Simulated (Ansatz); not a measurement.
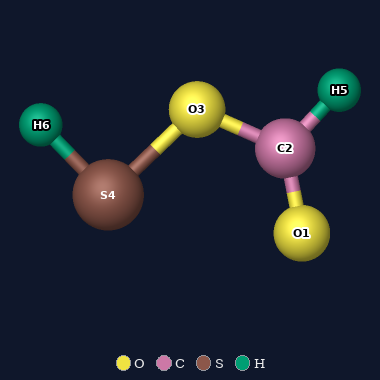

The system is CH₂O₂S, SMILES O=COS; the picture shows the reference structure. Coordinates scanned: (1) dihedral C2–O3–S4–H6; (2) dihedral O1–C2–O3–S4. Nothing is relaxed (all other coordinates rigid). Grid: 18 × 18 points; 164 points were computed and 160 follow by symmetry. Points are written as (first, second). Energies are in kJ/mol, from the lowest grid point. Level of theory: RKS PBE0-D4/def2-TZVP (Ansatz).

Its coordinates:

```xyz
6

O     0.7376   -1.4340    0.5084
C     0.9451   -0.3576    0.0353
O     0.0104    0.5527   -0.2313
S    -1.5520    0.0145    0.1806
H     1.9271    0.0449   -0.2504
H    -2.0681    1.1795   -0.2426
```

Range: dihedral C2–O3–S4–H6 from −180 to 160°; dihedral O1–C2–O3–S4 from −180 to 160°.

> What will the energy surface look like?

The lowest grid point is at (−180°, 0°). Higher local minima lie near (0°, 0°) (5.0 kJ/mol above the lowest at that grid point); (−100°, −180°) (19 kJ/mol above the lowest at that grid point). The highest grid point, (0°, −80°), lies 76 kJ/mol above the lowest. On the interpolated surface the easiest way out of the lowest well to the well at (0°, 0°) passes a barrier of about 13 kJ/mol. Round the minimum the valley is somewhat tilted: raising dihedral C2–O3–S4–H6 shifts the best value of dihedral O1–C2–O3–S4 downwards (coupling k₁₂/√(k₁₁k₂₂) about 0.3).

| dihedral O1–C2–O3–S4 ↓, dihedral C2–O3–S4–H6 → | −180 | −140 | −100 | −60 | −20 | 20 | 60 | 100 | 140 |
| --- | --- | --- | --- | --- | --- | --- | --- | --- | --- |
| 160 | 32 | 30 | 23 | 27 | 44 | 48 | 33 | 23 | 25 |
| 120 | 57 | 56 | 43 | 43 | 60 | 63 | 51 | 44 | 47 |
| 80 | 68 | 65 | 53 | 52 | 69 | 75 | 61 | 54 | 60 |
| 40 | 31 | 34 | 29 | 25 | 31 | 42 | 37 | 30 | 27 |
| 0 | 0 | 6 | 13 | 11 | 7 | 7 | 11 | 13 | 6 |
| −40 | 31 | 27 | 30 | 37 | 42 | 31 | 25 | 29 | 34 |
| −80 | 68 | 60 | 54 | 61 | 75 | 69 | 52 | 53 | 65 |
| −120 | 57 | 47 | 44 | 51 | 63 | 60 | 43 | 43 | 56 |
| −160 | 32 | 25 | 23 | 33 | 48 | 44 | 27 | 23 | 30 |

The table holds every second grid line.

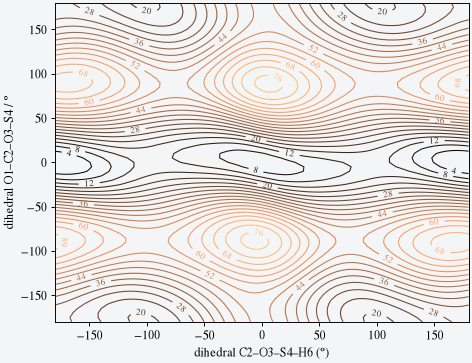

In the figure: contour lines labelled in kJ/mol. Between grid points the surface is interpolated.

Time for the 164 points that were run: 6 min on 1 thread of Intel(R) Xeon(R) 6975P-C (Granite Rapids), with other jobs on the host.
